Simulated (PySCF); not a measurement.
[VOF5]2- (F$_{5}$OV, charge −2).

PySCF calculation, BP86/def2-SVP, gas phase; geometry: GFN2-xTB. This is a single-reference result, which may miss multireference character in this system. No frequency check shows the geometry to be a minimum. GFN2-xTB bond lengths at metals and heavier atoms can be off by up to 0.1 Å and shapes distorted, which carries into these values. The basis has no diffuse functions, which an anion needs.

Cartesian coordinates (Å):

```
V1       0.2003   -0.0001   -0.0109
O2       1.7368    0.0009   -0.0953
F3      -1.9864    0.0005    0.1094
F4      -0.0168   -1.7561    0.0073
F5      -0.0179    1.7561   -0.0063
F6      -0.1229   -0.0074   -1.7518
F7       0.0882    0.0062    1.7540
```

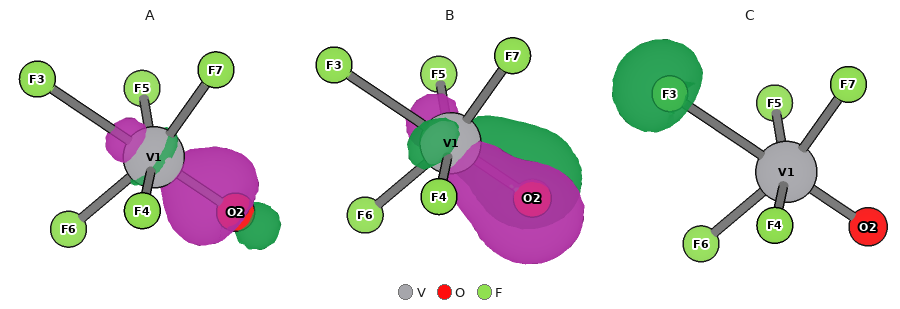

Intrinsic bond orbitals (IBO), occupied; each surface holds about 80 % of the orbital's density. Energies are diagonal elements of the Fock matrix.

> Identify each orbital.

By panel:
- A: σ bond O2–V1 (O2 72 %, V1 28 %; −4.9 eV)
- B: π bond O2–V1 (O2 76 %, V1 23 %; 1.9 eV)
- C: lone pair on F3 (s-type) (F3 99 %; −7.9 eV)

> Which has the smallest and which the largest spatial spread?

Smallest: C (0.62 Å); largest: B (0.96 Å).

The PySCF run took 21 s on 1 thread of Arm Neoverse V2 (shared host), peak memory 0.46 GiB.
